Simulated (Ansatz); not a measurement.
# CH3ClFInO: what the fields show

```yaml
atoms:
  - { symbol: C, position_ang: [-0.5323, -0.3792, 1.2174] }
  - { symbol: O, position_ang: [0.1341, 0.6865, 0.5693] }
  - { symbol: In, position_ang: [0.6361, 0.5750, -1.3169] }
  - { symbol: F, position_ang: [0.3211, -1.1445, -2.1592] }
  - { symbol: Cl, position_ang: [1.5840, 2.2442, -2.5537] }
  - { symbol: H, position_ang: [-0.2970, -0.3190, 2.2841] }
  - { symbol: H, position_ang: [-1.6186, -0.2952, 1.1015] }
  - { symbol: H, position_ang: [-0.2274, -1.3679, 0.8575] }
```

Geometry: PBE0-D4/def2-TZVP; core potentials replace the inner electrons of In.

Level of theory: RKS PBE0-D4/def2-TZVPP in Ansatz 0.2.0.

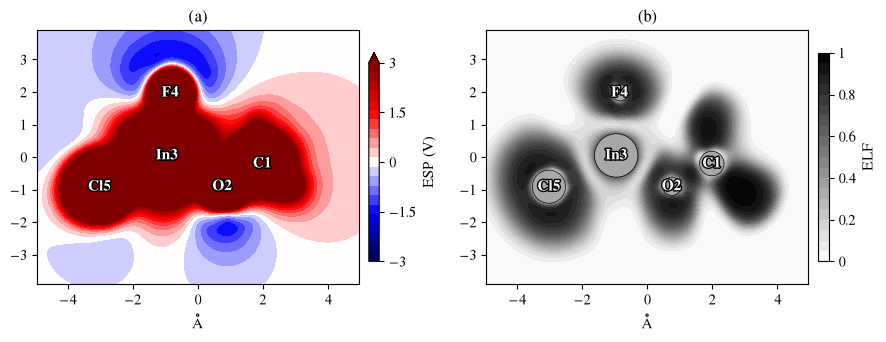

Figure 1. (a) molecular electrostatic potential; (b) electron localisation function on the plane of atoms C1, O2 and In3. Grey discs cover the atomic cores in the ELF map.

### Read the bonding off the picture.

The plane passes through C, O, In, F and Cl nuclei.
C–O (1.41 Å): the ELF peaks at about 0.85 between the atoms, as expected for a polar covalent bond.
In–F (1.94 Å): the ELF peaks at about 0.80 in the valence shell of F, 0.5 Å from its nucleus, and drops to about 0.15 between the two atoms.
In–O (1.95 Å): the ELF peaks at about 0.85 in the valence shell of O, 0.6 Å from its nucleus, and drops to about 0.15 between the two atoms.
In–Cl (2.28 Å): the ELF peaks at about 0.80 in the valence shell of Cl, 0.8 Å from its nucleus, and drops to about 0.15 between the two atoms.
The ELF also peaks beside Cl5, O2 and F4, away from the bonds: lone-pair regions.
Outside the dense part of the molecule the potential is most negative (−1.6 V) near F4.

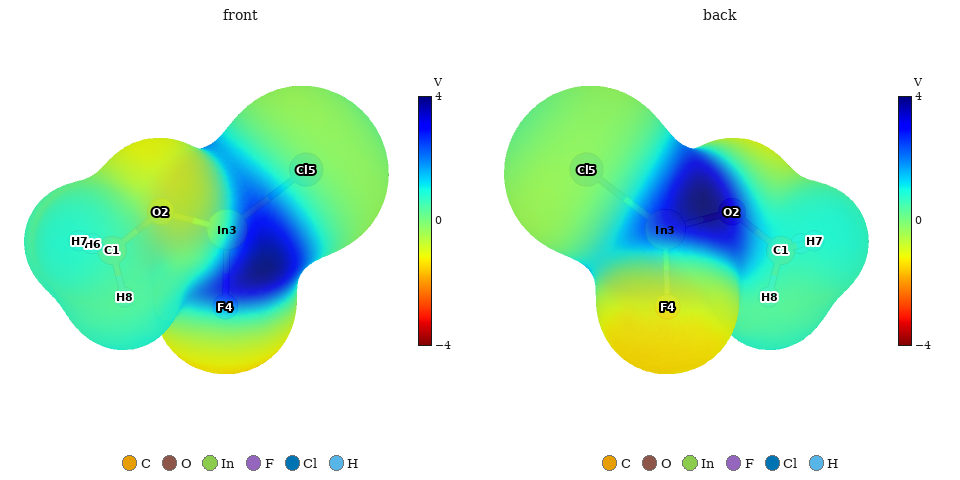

Figure 2. The molecular electrostatic potential painted on the density surface at 0.002 e/bohr³, seen from the front and from behind; red is negative and blue positive.

### Which sites attract a positive test charge, and which a negative one?

A positive charge is drawn to the negative regions and a negative charge to the positive ones. The most negative region (about −1.4 V) lies over F4, the most positive (about +3.9 V) over In3.

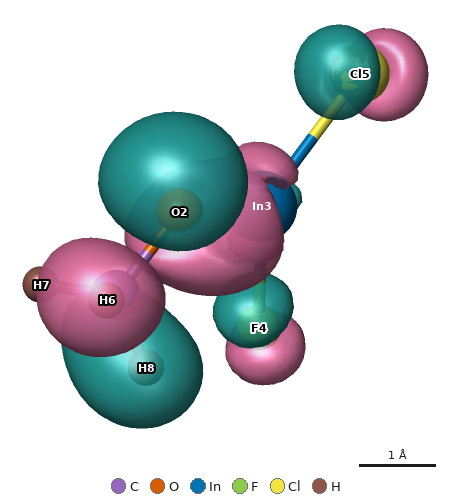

Figure 3. The HOMO−1 at ±0.1 Å⁻³ᐟ² (teal and pink are the two phases), seen at an oblique angle.

### Where does this orbital lie, and at what energy?

By Hirshfeld shares it lies mainly on O2 (about 50 %), C1 (about 15 %), In3 (about 10 %), H8 (about 10 %) and H6 (about 5 %). Its energy is −8.68 eV.
